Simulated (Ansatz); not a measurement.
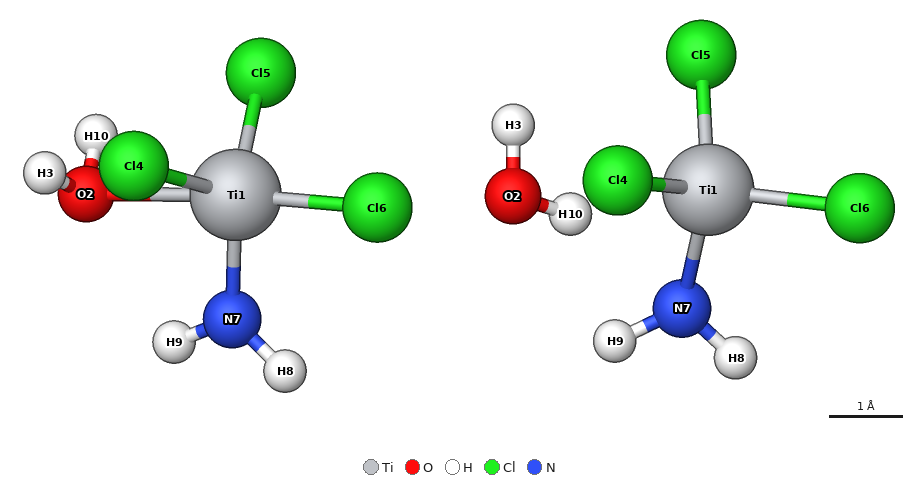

Two geometries of TiNH$_{4}$OCl$_{3}$, drawn at one scale. One is the start of a relaxation, the other its converged end. The picture is a ball-and-stick view, seen at a tilt.

All numbers below come from RKS PBE-D4/def2-SVP (Ansatz 0.2.0). Set-up: no spin polarisation; force threshold 0.03 eV/Å; at most 50 steps.

**Which one is relaxed?**

The left one is the relaxed one. The run prepares an end point of a later path (reaction) calculation, from a guessed geometry. Over 13 geometry steps the energy falls by 0.581 eV. Largest force component: 1.6 eV/Å at the start, 0.014 eV/Å at the end. H3 moves most after the best rigid fit: 1.17 Å. By element the largest moves are H 1.17 Å, Cl 0.67 Å, O 0.46 Å, Ti 0.37 Å, N 0.20 Å. Some distances before and after: Ti1–O2 3.109 → 2.338 Å, Ti1–H3 3.268 → 2.666 Å, Ti1–H10 2.861 → 2.667 Å, Ti1–N7 1.992 → 1.850 Å. New bonds form, among them: Ti1–O2 (3.11 → 2.34 Å). Among the angles between lasting bonds that change: Cl4–Ti1–Cl6 109.3° → 102.5°, Cl6–Ti1–N7 103.0° → 97.1°, Cl4–Ti1–Cl5 112.1° → 117.6°. The run took 30 s on 4 threads of Arm Neoverse V2, with other jobs on the host, peak memory 0.22 GiB.
